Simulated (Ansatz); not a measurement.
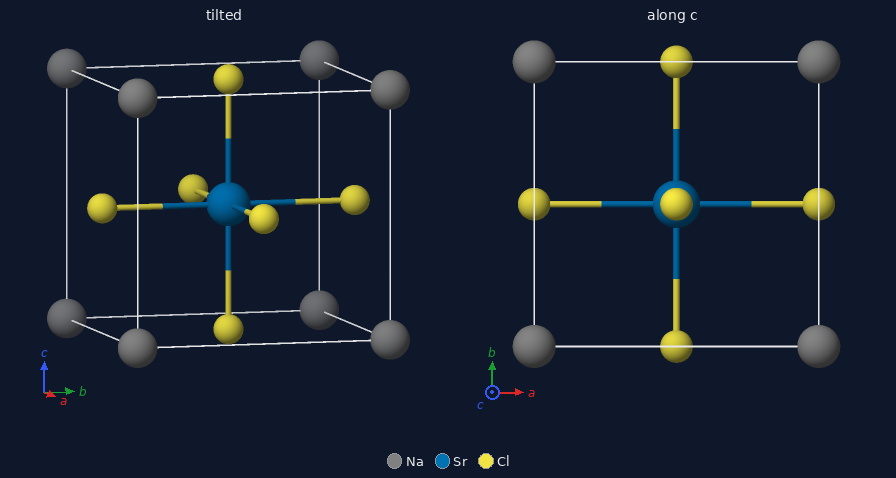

An orthographic ball-and-stick view of the structure, slightly off an axis and along the c axis. The edges of the conventional unit cell are marked.

NaSrCl$_{3}$, space group P4/mmm (No. 123), a = 5.625 Å, b = 5.625 Å, c = 5.400 Å, α = 90.00°, β = 90.00°, γ = 90.00°. Origin of the cell: a structure type filled with these elements by a generator (whether the compound takes this form wasn't checked). The cell was then strained or its atoms displaced on purpose. It was run through Ansatz as a DFT input.

This one geometry was computed with Ansatz (DFT, plane waves, PAW) at three levels of theory: HSE06, r2SCAN and PBE. It was relaxed with r2SCAN and then strained.

How does the band gap change with the level of theory?

Answer. PBE: a gap of 3.65 eV, indirect; r2SCAN: a gap of 4.41 eV, indirect; HSE06: a gap of 4.91 eV, indirect.

Collect the results in a table.

Answer.
| level | cutoff (eV) | k-mesh of the run's cell | gap (eV) | pressure (GPa) |
| --- | --- | --- | --- | --- |
| HSE06 | 420 | 4×4×4 | 4.91 | 1.2 |
| r2SCAN | 500 | 4×4×4 | 4.41 | 1.1 |
| PBE | 420 | 4×4×4 | 3.65 | 1.4 |

Gaps are taken on the k-mesh or band path of each run.
